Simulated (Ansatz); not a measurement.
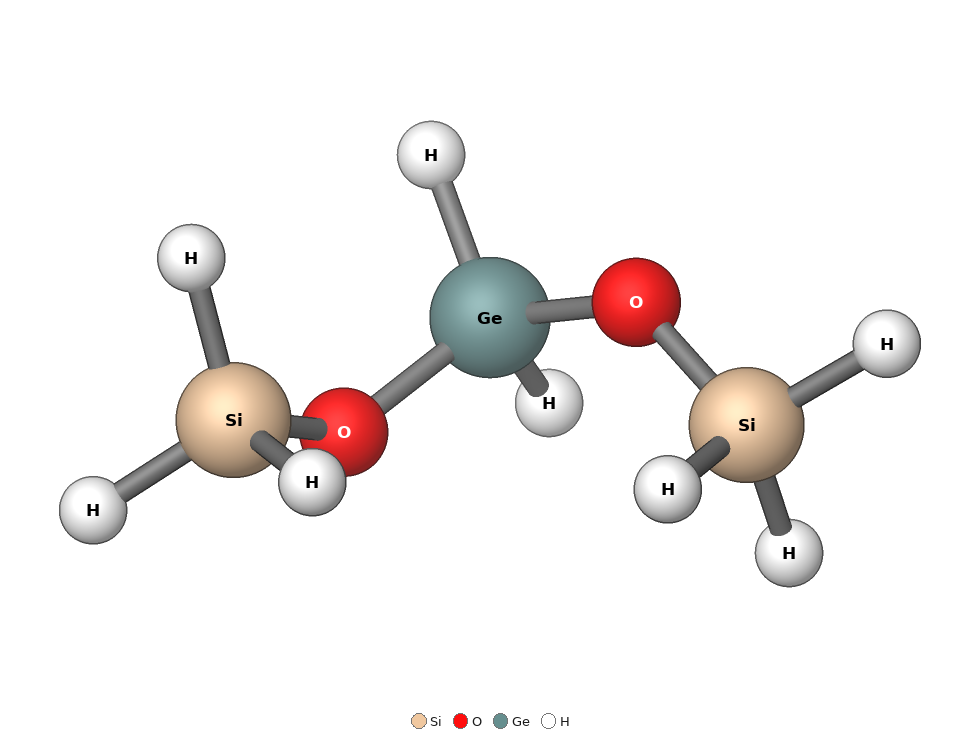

Ball-and-stick drawing of a structure.

Describe the molecule.

It has 13 atoms: 1 germanium, 8 hydrogen, 2 oxygen and 2 silicon (GeH₈O₂Si₂). SMILES: `[SiH3][O][GeH2][O][SiH3]`. Among its groups: Si–H bond, Si–O bond. This geometry has C2 symmetry. Coordination: 2 Si tetrahedral; 2 O bent; 1 Ge tetrahedral.

The parts below concern this one geometry. Atoms keep their numbers from picture to picture. The geometry was computed by an optimisation with PBE0-D4/def2-TZVP.

**Charges**

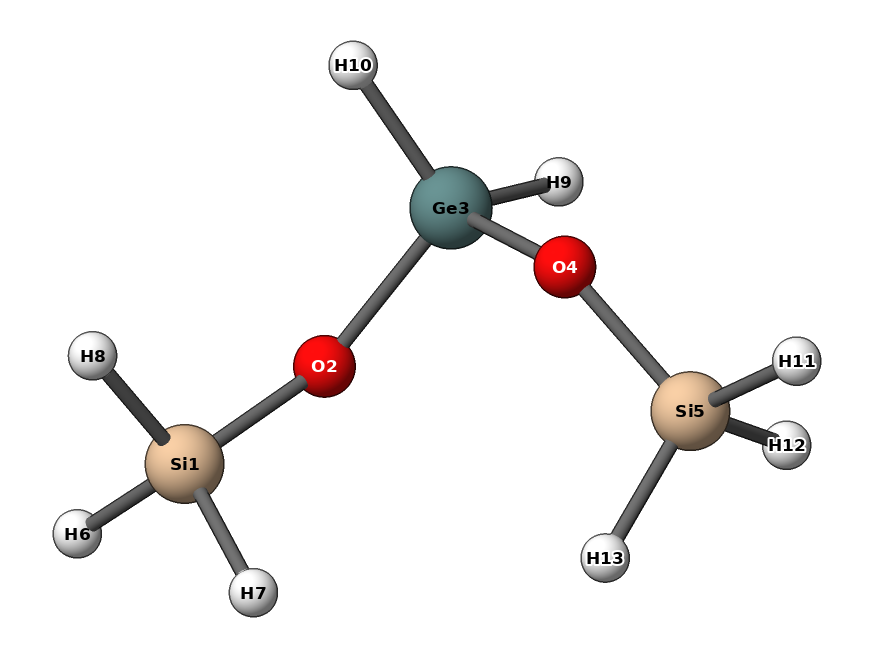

The questions are on Mulliken charges. Level of theory: RKS PBE0-D4/def2-TZVP (Ansatz 0.2.0).

List the Mulliken charges.

```csv
atom,value (e)
Si1,0.30
O2,−0.47
Ge3,0.52
O4,−0.47
Si5,0.30
H6,−0.03
H7,−0.04
H8,−0.04
H9,0.02
H10,0.02
H11,−0.03
H12,−0.04
H13,−0.04
```

**Dipole moment**

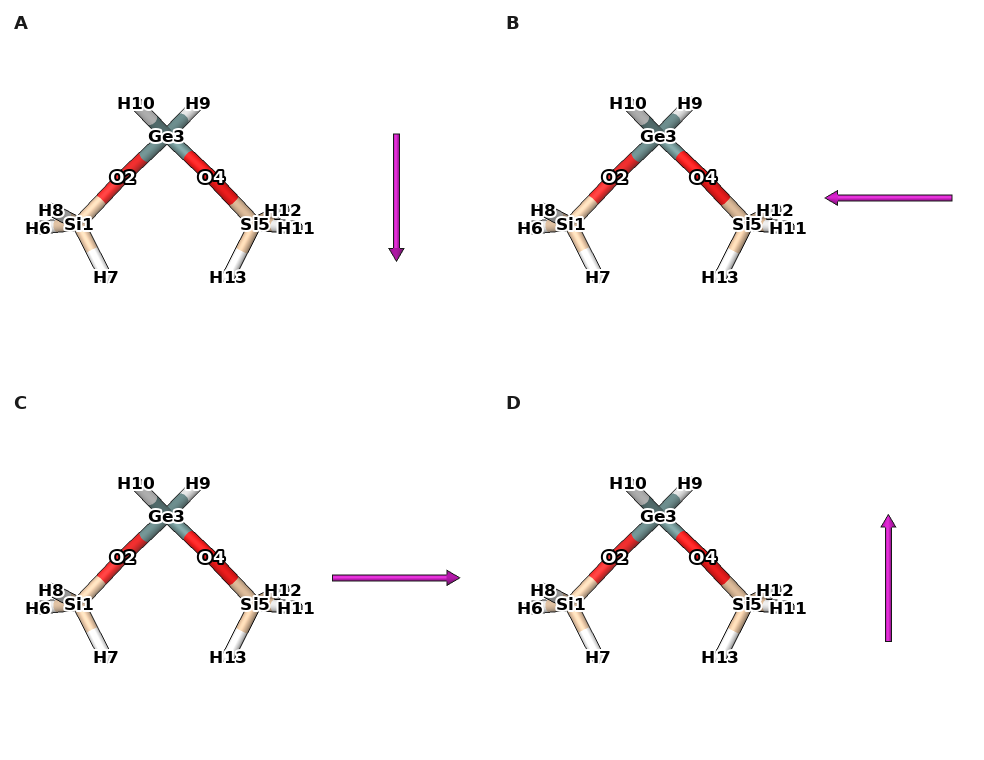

The same molecule four times, each with an arrow. Method: RKS r2SCAN-D4/def2-TZVPP (Ansatz 0.2.0).

Question: Which arrow points along the dipole moment, from the negative to the positive end?

Answer: D. The dipole moment is 1.08 D; it points from the side of H7, H13 to the side of H9, H10 (the outermost atoms at the two ends).

**Levels of theory compared**

Program: Ansatz 0.2.0.

At this fixed geometry, give HOMO energy (eV) at these levels: BHLYP-D4/def2-TZVPP; BLYP-D4/def2-TZVPP; CAM-B3LYP-D4/def2-TZVPP; PBE0-D4/def2-QZVPP; r2SCAN-D4/def2-TZVPP; revPBE-D4/def2-TZVPP.

```json
{"level": "BHLYP-D4/def2-TZVPP", "HOMO energy (eV)": "−10.02"}
{"level": "BLYP-D4/def2-TZVPP", "HOMO energy (eV)": "−7.10"}
{"level": "CAM-B3LYP-D4/def2-TZVPP", "HOMO energy (eV)": "−10.05"}
{"level": "PBE0-D4/def2-QZVPP", "HOMO energy (eV)": "−8.65"}
{"level": "r2SCAN-D4/def2-TZVPP", "HOMO energy (eV)": "−7.55"}
{"level": "revPBE-D4/def2-TZVPP", "HOMO energy (eV)": "−7.15"}
```

**Vibrations**

Harmonic vibrations computed with RKS PBE0-D4/def2-TZVP (Ansatz 0.2.0) at a stationary point of the same level.

Question: List the wavenumbers.

Answer: 33 modes: 34, 36, 51, 59, 97, 116, 262, 521, 530, 586, 664, 718, 730, 738, 744, 784, 853, 948, 953, 958, 959, 973, 992, 1023, 1045, 2189, 2195, 2207, 2207, 2222, 2228, 2238, 2239 cm⁻¹.

Mulliken values depend strongly on the basis set and can even reverse the polarity of a bond.
